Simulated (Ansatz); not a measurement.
CH$_{6}$CuP (charge +1, doublet)

The calculation's input:

```
crystal:
  periodic: [false, false, false]
  atoms:
    - {symbol: Cu, position_ang: [0.001449, 0.003606, -0.267881]}
    - {symbol: P, position_ang: [-0.002435, -0.012524, 1.980179]}
    - {symbol: H, position_ang: [1.249823, -0.102641, 2.613329]}
    - {symbol: H, position_ang: [-0.704302, -1.060167, 2.602248]}
    - {symbol: H, position_ang: [-0.556536, 1.110886, 2.618978]}
    - {symbol: C, position_ang: [0.002909, 0.014429, -2.239808]}
    - {symbol: H, position_ang: [-1.069899, 0.015373, -2.436354]}
    - {symbol: H, position_ang: [0.539583, -0.913659, -2.440258]}
    - {symbol: H, position_ang: [0.539409, 0.944687, -2.430424]}
basis:
  gaussian: {orbitals: def2-TZVP, initial_orbitals: start.molden}
total_charge: 1
magnetization: {spin_polarized: true, initial_magnetization: 1}
hamiltonian: {xc: pbe0, dispersion: d4}
scf: {omitted_lower_state_checks: [starts]}
output: {orbitals: {seedname: orbitals}}
```

Command:

```sh
ansatz run in.yaml --threads 2 --pin off --events-out ev --progress --plain --max-ram 4352MiB
```

Geometry: r2SCAN-D4/def2-TZVP.

Computed with Ansatz 0.2.0, UKS PBE0-D4/def2-TZVP.

**What will maps of the electron density, electron localisation function and spin density show?**

C–Cu (1.97 Å): the density is about 0.66 e/Å³ at the midpoint; the ELF peaks at about 0.75 in the valence shell of C, 0.7 Å from its nucleus, and is about 0.35 at the midpoint.
Cu–P (2.25 Å): ρ at the midpoint is about 0.59 e/Å³; the ELF peaks at about 0.90 between the atoms.
C–H (1.09 Å): the density is about 2 e/Å³ at the midpoint; the ELF climbs to about 1 towards the hydrogen, as it does in any bond to H; an ordinary covalent bond to hydrogen.
P–H (1.41 Å): the density is about 1.2 e/Å³ at the midpoint; the ELF climbs to about 1 towards the hydrogen.
The unpaired spin (1 electron) lies mostly on C6 (about 0.5) and Cu1 (about 0.3), in electrons by Hirshfeld's partition.

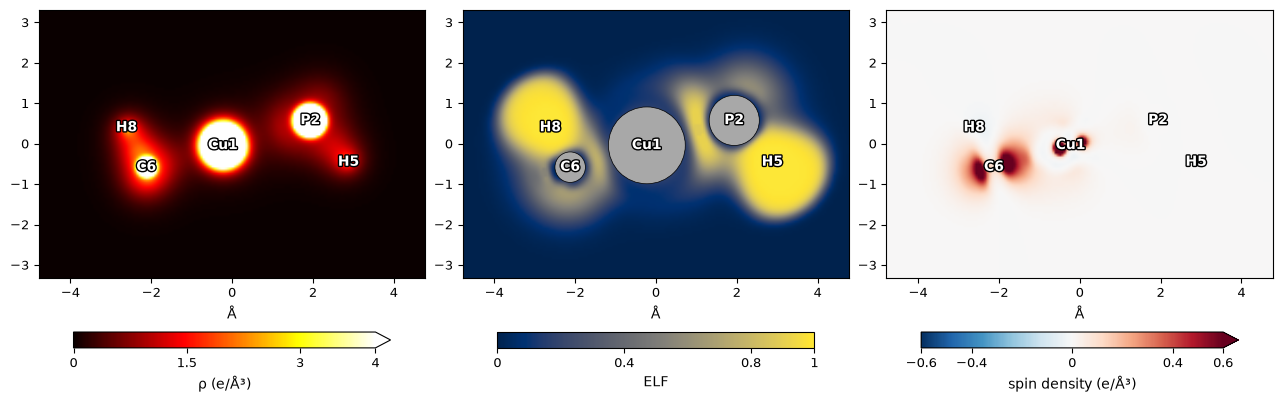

Computed electron density, electron localisation function and spin density on the plane of atoms Cu1, C6 and H8, in this order. Grey discs cover the atomic cores in the ELF map. 
